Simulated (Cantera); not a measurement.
A closed system holds: 1 mol CH4, 0.033 mol NH3, a varied amount of N2, held at 2250 °C and 39000 Pa.

Cantera equilibrium calculation (NASA polynomials, part measured and part estimated; ideal gas, pure solids and liquids). Candidate condensed phases: C, C6H6, C7H8, C8H18; 92 gas species. Rates play no part.

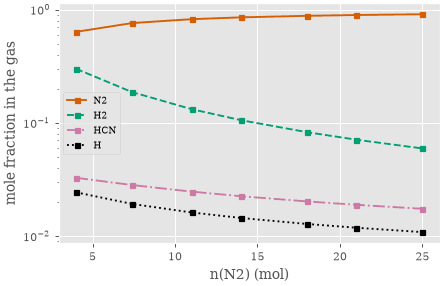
Figure. Equilibrium gas composition (values under 1e-9 drawn at 1e-9)

From 4 mol N2 to 25 mol N2 the condensed part is C(graphite). The main C-bearing gas is HCN throughout. The share of C in condensed phases is highest at 4 mol N2 (72.9 %) and lowest at 25 mol N2 (42.0 %).
